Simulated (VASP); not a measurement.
```yaml
crystal:
  lattice:
    - [6.43532, -1.91006, 0.01085]
    - [6.43532, 1.91006, 0.01085]
    - [-0.05150, 0.00000, 3.94977]
  atoms:
    - { symbol: Nb, position: [0.85343, 0.85343, 0.93834] }
    - { symbol: Nb, position: [0.14657, 0.14657, 0.06166] }
    - { symbol: O, position: [0.85105, 0.85105, 0.48542] }
    - { symbol: O, position: [0.14895, 0.14895, 0.51458] }
    - { symbol: O, position: [0.00000, 0.00000, 0.00000] }
    - { symbol: O, position: [0.68483, 0.68483, 0.00514] }
    - { symbol: O, position: [0.31517, 0.31517, 0.99486] }
```

All values below come from PBEsol GGA, VASP's PBE PAW potentials (set 64) (plane waves; VASP 6.6.1). Settings: 520 eV cut-off, 7×7×6 Γ-centred mesh, tetrahedra with Blöchl corrections, potentials Nb_sv O.

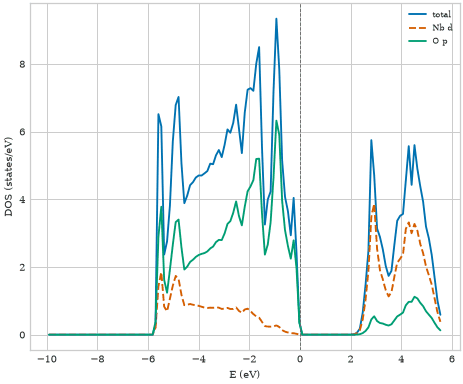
*Total and projected density of states, zero at the valence-band maximum*

Within 2 eV below the valence-band maximum the largest weight inside VASP's projection spheres is O p.

It has a band gap.

The structure comes from a computed database's Nb2O5 entry (C2/m); how it stands against other phases isn't given here. It was relaxed first.
